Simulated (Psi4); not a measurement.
**Run report: CH$_{3}$OSi, frequency calculation (part 1 of 2)**

CH$_{3}$OSi, multiplicity 2, computed with MP2/6-31G**, UHF (Psi4 1.11).

The geometry was optimised with mp2/6-31G**.

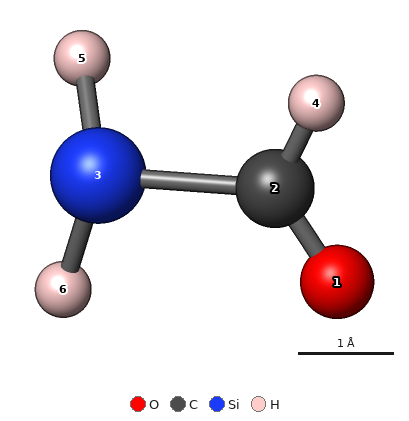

The structure (ball-and-stick view, seen at a tilt; atoms are numbered from 1 in the order of the input). Bond lengths as drawn: C–H 1.12 Å, C–O 1.19 Å, C–Si 1.96 Å and H–Si 1.47 to 1.48 Å.

## Input file (ch3osi_ase.py)
```python
import numpy as np
from ase.calculators.psi4 import Psi4
from ase.io import read
from ase.vibrations import Vibrations

a = read('ch3osi.xyz')
calc = Psi4(atoms=a, method='mp2', basis='6-31G**', memory='1600MB', num_threads=1, charge=0, multiplicity=2, label='psi4-calc', reference='uhf')
calc.psi4.set_options({'freeze_core': True})
a.calc = calc

vib = Vibrations(a, delta=0.02)
vib.run()
vib.summary()
```

## File ch3osi.xyz
```
6
CH3OSi
O     -0.802393    -1.501410     0.943725
C     -0.328977    -0.991580    -0.026115
Si     0.503141     0.777803     0.022116
H     -0.351796    -1.507429    -1.014751
H     -0.082194     1.620429    -1.042827
H      0.315768     1.380366     1.352926
```

Launched with:
```bash
python ch3osi_ase.py
```

## Log
```
gradient() will perform analytic gradient computation.
    For method 'MP2', SCF Algorithm Type (re)set to DISK_DF.

   => Loading Basis Set <=

    Name: 6-31G**
    Role: ORBITAL
    Keyword: BASIS

         ---------------------------------------------------------
                                   SCF
                              UHF Reference
                        1 Threads,   1525 MiB Core
         ---------------------------------------------------------

  ==> Geometry <==

    Molecular point group: c1
    Full point group: C1

    Geometry (in Angstrom), charge = 0, multiplicity = 2:

       Center              X                  Y                   Z               Mass
    ------------   -----------------  -----------------  -----------------  -----------------
         O           -0.754512252794    -1.287015086365     0.694380644932    15.994914619570
         C           -0.281096252794    -0.777185086365    -0.275459355068    12.000000000000
         SI           0.551021747206     0.992197913635    -0.227228355068    27.976926534650
         H           -0.303915252794    -1.293034086365    -1.264095355068     1.007825032230
         H           -0.034313252794     1.834823913635    -1.292171355068     1.007825032230
         H            0.363648747206     1.594760913635     1.123581644932     1.007825032230

  Running in c1 symmetry.

  Rotational constants: A =      1.54882  B =      0.18212  C =      0.16654 [cm^-1]
  Rotational constants: A =  46432.38176  B =   5459.81318  C =   4992.83888 [MHz]
  Nuclear repulsion =   88.279194755537887

  Charge       = 0
  Multiplicity = 2
  Electrons    = 31
  Nalpha       = 16
  Nbeta        = 15

  ==> Algorithm <==

  SCF Algorithm Type is DISK_DF.
  DIIS enabled.
  MOM disabled.
  Fractional occupation disabled.
  Guess Type is SAD.
  Energy threshold   = 1.00e-10
  Density threshold  = 1.00e-10
  Integral threshold = 1.00e-12

  ==> Primary Basis <==

  Basis Set: 6-31G**
    Blend: 6-31G**
    Number of shells: 29
    Number of basis functions: 64
    Number of Cartesian functions: 64
    Spherical Harmonics?: false
    Max angular momentum: 2

   => Loading Basis Set <=

    Name: (6-31G** AUX)
    Role: JKFIT
    Keyword: DF_BASIS_SCF

  ==> Integral Setup <==

  ==> DiskDFJK: Density-Fitted J/K Matrices <==

    J tasked:                  Yes
    K tasked:                  Yes
    wK tasked:                  No
    Integrals threads:           1
    Memory [MiB]:             1144
    Algorithm:                Core
    Integral Cache:           SAVE
    Schwarz Cutoff:          1E-12
    Fitting Condition:       1E-10

   => Auxiliary Basis Set <=

  Basis Set: (6-31G** AUX)
    Blend: CC-PVDZ-JKFIT
    Number of shells: 111
    Number of basis functions: 367
    Number of Cartesian functions: 367
    Spherical Harmonics?: false
    Max angular momentum: 3

  Minimum eigenvalue in the overlap matrix is 6.6855201662E-03.
  Reciprocal condition number of the overlap matrix is 1.1154704326E-03.
    Using symmetric orthogonalization.

  ==> Pre-Iterations <==

  SCF Guess: Superposition of Atomic Densities via on-the-fly atomic UHF (no occupation information).

   -------------------------
    Irrep   Nso     Nmo
   -------------------------
     A         64      64
   -------------------------
    Total      64      64
   -------------------------

  ==> Iterations <==

                           Total Energy        Delta E     RMS |[F,P]|

   @DF-UHF iter SAD:  -402.36099389089088   -4.02361e+02   0.00000e+00
   @DF-UHF iter   1:  -403.20894450888397   -8.47951e-01   6.36727e-03 DIIS/ADIIS
   @DF-UHF iter   2:  -403.26779878094004   -5.88543e-02   5.46363e-03 DIIS/ADIIS
   @DF-UHF iter   3:  -403.31678422575993   -4.89854e-02   8.50522e-04 DIIS/ADIIS
   @DF-UHF iter   4:  -403.32319302966181   -6.40880e-03   3.97494e-04 DIIS/ADIIS
   @DF-UHF iter   5:  -403.32456358433353   -1.37055e-03   1.90884e-04 DIIS/ADIIS
   @DF-UHF iter   6:  -403.32505463984705   -4.91056e-04   8.34996e-05 DIIS
   @DF-UHF iter   7:  -403.32513407327059   -7.94334e-05   5.18043e-05 DIIS
   @DF-UHF iter   8:  -403.32518083430716   -4.67610e-05   4.32155e-05 DIIS
   @DF-UHF iter   9:  -403.32522563461259   -4.48003e-05   3.80918e-05 DIIS
   @DF-UHF iter  10:  -403.32530709836539   -8.14638e-05   2.78328e-05 DIIS
   @DF-UHF iter  11:  -403.32536340148249   -5.63031e-05   1.56347e-05 DIIS
   @DF-UHF iter  12:  -403.32537437681628   -1.09753e-05   8.30346e-06 DIIS
   @DF-UHF iter  13:  -403.32537683634456   -2.45953e-06   5.14840e-06 DIIS
   @DF-UHF iter  14:  -403.32537758157758   -7.45233e-07   3.34593e-06 DIIS
   @DF-UHF iter  15:  -403.32537794235446   -3.60777e-07   1.86577e-06 DIIS
   @DF-UHF iter  16:  -403.32537801041190   -6.80574e-08   9.96749e-07 DIIS
   @DF-UHF iter  17:  -403.32537803393643   -2.35245e-08   3.77178e-07 DIIS
   @DF-UHF iter  18:  -403.32537803652548   -2.58905e-09   1.24498e-07 DIIS
   @DF-UHF iter  19:  -403.32537803675871   -2.33229e-10   5.89095e-08 DIIS
   @DF-UHF iter  20:  -403.32537803679469   -3.59819e-11   2.33244e-08 DIIS
   @DF-UHF iter  21:  -403.32537803680430   -9.60654e-12   9.81243e-09 DIIS
   @DF-UHF iter  22:  -403.32537803680532   -1.02318e-12   4.51446e-09 DIIS
   @DF-UHF iter  23:  -403.32537803680532    0.00000e+00   1.20171e-09 DIIS
   @DF-UHF iter  24:  -403.32537803680589   -5.68434e-13   6.00524e-10 DIIS
   @DF-UHF iter  25:  -403.32537803680538    5.11591e-13   2.32270e-10 DIIS
   @DF-UHF iter  26:  -403.32537803680555   -1.70530e-13   7.54174e-11 DIIS
  Energy and wave function converged.

  ==> Post-Iterations <==

   @Spin Contamination Metric:   4.815823043E-02
   @S^2 Expected:                7.500000000E-01
   @S^2 Observed:                7.981582304E-01
   @S   Expected:                5.000000000E-01
   @S   Observed:                5.000000000E-01

    Orbital Energies [Eh]
    ---------------------

    Alpha Occupied:

       1A    -68.789292     2A    -20.590082     3A    -11.329024
       4A     -6.150235     5A     -4.262472     6A     -4.252677
       7A     -4.252559     8A     -1.422450     9A     -0.849382
      10A     -0.728935    11A     -0.663989    12A     -0.595215
      13A     -0.565819    14A     -0.502644    15A     -0.403825
      16A     -0.345449

    Alpha Virtual:

      17A      0.115133    18A      0.138682    19A      0.171176
      20A      0.235671    21A      0.276760    22A      0.288327
      23A      0.367183    24A      0.369891    25A      0.435937
      26A      0.480144    27A      0.729237    28A      0.737348
      29A      0.828130    30A      0.842638    31A      0.863995
      32A      0.943692    33A      0.982801    34A      1.046370
      35A      1.077969    36A      1.115945    37A      1.138658
      38A      1.253048    39A      1.297158    40A      1.358767
      41A      1.407111    42A      1.707266    43A      1.730055
      44A      1.841324    45A      1.980995    46A      2.113801
      47A      2.169473    48A      2.322601    49A      2.350162
      50A      2.393930    51A      2.413255    52A      2.464512
      53A      2.496689    54A      2.722462    55A      2.803805
      56A      2.855100    57A      2.945976    58A      3.085679
      59A      3.170249    60A      3.309812    61A      3.374335
      62A      3.676340    63A      4.191151    64A      4.627288

    Beta Occupied:

       1A    -68.783381     2A    -20.580243     3A    -11.333137
       4A     -6.141360     5A     -4.248565     6A     -4.248290
       7A     -4.240228     8A     -1.400468     9A     -0.843360
      10A     -0.700803    11A     -0.652476    12A     -0.583625
      13A     -0.517723    14A     -0.493431    15A     -0.386920

    Beta Virtual:

      16A      0.024950    17A      0.148135    18A      0.154479
      19A      0.196228    20A      0.247959    21A      0.295642
      22A      0.301644    23A      0.373305    24A      0.418887
      25A      0.462112    26A      0.496919    27A      0.734524
      28A      0.754344    29A      0.859415    30A      0.876153
      31A      0.886215    32A      0.955327    33A      0.990519
      34A      1.050412    35A      1.078310    36A      1.115544
      37A      1.144509    38A      1.287059    39A      1.307573
      40A      1.364825    41A      1.414333    42A      1.712029
      43A      1.725211    44A      1.842299    45A      1.990993
      46A      2.115428    47A      2.182524    48A      2.325645
      49A      2.354775    50A      2.398043    51A      2.415270
      52A      2.460124    53A      2.498204    54A      2.722289
      55A      2.805043    56A      2.858483    57A      2.948492
      58A      3.088521    59A      3.172146    60A      3.314798
      61A      3.385477    62A      3.675631    63A      4.199492
      64A      4.623068

    Final Occupation by Irrep:
              A
    DOCC [    15 ]
    SOCC [     1 ]
    NA   [    16 ]
    NB   [    15 ]

  @DF-UHF Final Energy:  -403.32537803680555

   => Energetics <=

    Nuclear Repulsion Energy =             88.2791947555378869
    One-Electron Energy =                -732.3510859748905659
    Two-Electron Energy =                 240.7465131825470905
    Total Energy =                       -403.3253780368055459

  UHF NO Occupations:
  HONO-2 :   14  A 1.9986724
  HONO-1 :   15  A 1.9778060
  HONO-0 :   16  A 1.0000000
  LUNO+0 :   17  A 0.0221940
  LUNO+1 :   18  A 0.0013276
  LUNO+2 :   19  A 0.0003354
  LUNO+3 :   20  A 0.0002166

Computation Completed

Properties will be evaluated at   0.000000,   0.000000,   0.000000 [a0]

Properties computed using the SCF density matrix

 Multipole Moments:

 ------------------------------------------------------------------------------------
     Multipole            Electronic (a.u.)      Nuclear  (a.u.)        Total (a.u.)
 ------------------------------------------------------------------------------------

 L = 1.  Multiply by 2.5417464519 to convert [e a0] to [Debye]
 Dipole X            :          0.4584923            0.0322182            0.4907105
 Dipole Y            :         -1.5229015            2.0183982            0.4954967
 Dipole Z            :          0.5718471           -1.3447159           -0.7728688
 Magnitude           :                                                    1.0409803

 ------------------------------------------------------------------------------------

	total time  =          0 seconds =       0.00 minutes
  Constructing Basis Sets for DFOCC...

   => Loading Basis Set <=

    Name: (6-31G** AUX)
    Role: JKFIT
    Keyword: DF_BASIS_SCF

   => Loading Basis Set <=

    Name: (6-31G** AUX)
    Role: RIFIT
    Keyword: DF_BASIS_CC
```
